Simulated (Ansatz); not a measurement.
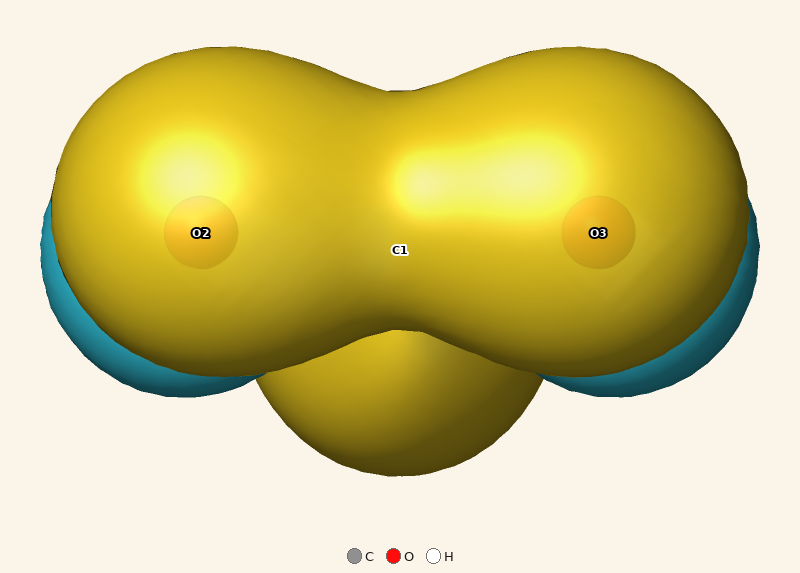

CHO₂ (charge −1). The HOMO at ±0.1 Å⁻³ᐟ² (yellow and cyan are the two phases), seen from one side.

Geometry: PBE0-D4/def2-TZVPD.

Level of theory: isolated molecule in a Gaussian basis; Kohn-Sham density functional theory, functional PBE0 (Ansatz 0.2.0).

Question: What is the character of this orbital?

Answer: It lies mainly on O2 (about 35 %), O3 (about 35 %), H4 (about 15 %) and C1 (about 15 %); it is symmetric in the molecular plane (an in-plane orbital: σ, lone-pair or in-plane π type). Its energy is −1.16 eV.
